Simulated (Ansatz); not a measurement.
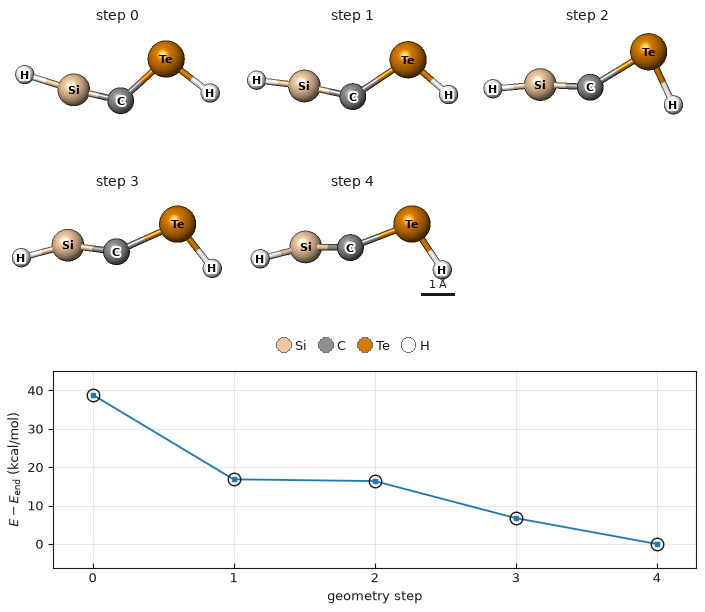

Frames of a relaxation of CH2SiTe, marked on the history of the run. A ball-and-stick model, seen face on.

Method: Ansatz 0.2.0, RKS B3LYP-D4/def2-SVP.

The input:
```yaml
crystal:
  periodic: [false, false, false]
  atoms:
    - {symbol: Si, position_ang: [-1.166584, -0.214186, -0.801373]}
    - {symbol: C, position_ang: [0.311595, -0.049479, -0.505569]}
    - {symbol: Te, position_ang: [1.085223, 0.135566, 1.267941]}
    - {symbol: H, position_ang: [-2.713176, -0.594213, -0.965450]}
    - {symbol: H, position_ang: [2.740560, 0.427685, 0.842179]}
basis:
  gaussian: {orbitals: def2-SVP}
hamiltonian: {xc: {name: B3LYP}, dispersion: d4}
relax: {f_tol: 0.2, max_steps: 5, max_displacement: 0.5}
```

Run as
```bash
ansatz run in.yaml --threads 2 --pin off --events-out ev --progress --plain --max-ram 3481MiB
```

**Describe the path.**

The relaxation stopped without meeting its thresholds, so the last structure isn't shown to be converged. It used up its limit of 5 steps. Over 4 geometry steps the energy falls by 38.9 kcal/mol. The largest force component goes from 9.2 to 0.79 eV/Å. The largest move after the best rigid fit is that of C2, 0.72 Å. By element the largest moves are C 0.72 Å, H 0.58 Å, Si 0.51 Å, Te 0.34 Å. Among the contacts that change: Si1–Te3 3.078 → 3.527 Å, Si1–C2 1.516 → 1.723 Å, C2–Te3 1.944 → 2.053 Å, Si1–H4 1.601 → 1.542 Å. Bond angles that change, for instance: C2–Si1–H4 170.9° → 123.7°, Si1–C2–Te3 125.2° → 137.9°, C2–Te3–H5 99.9° → 102.6°. Groups turn about C2–Te3 by about 60°. From step 0 to 1: Te3 moves most (0.22 Å), energy −22.1 kcal/mol. From step 1 to 2: H5 moves most (0.47 Å), energy −0.45 kcal/mol. From step 2 to 3: H5 moves most (0.29 Å), energy −9.65 kcal/mol. From step 3 to 4: Si1 moves most (0.21 Å), energy −6.74 kcal/mol.

```json
{"step": "0", "E − E(0), kcal/mol": "0.00", "largest force component, eV/Å": "9.1907"}
{"step": "1", "E − E(0), kcal/mol": "-22.07", "largest force component, eV/Å": "2.8792"}
{"step": "2", "E − E(0), kcal/mol": "-22.52", "largest force component, eV/Å": "2.9731"}
{"step": "3", "E − E(0), kcal/mol": "-32.17", "largest force component, eV/Å": "0.9644"}
{"step": "4", "E − E(0), kcal/mol": "-38.91", "largest force component, eV/Å": "0.7871"}
```
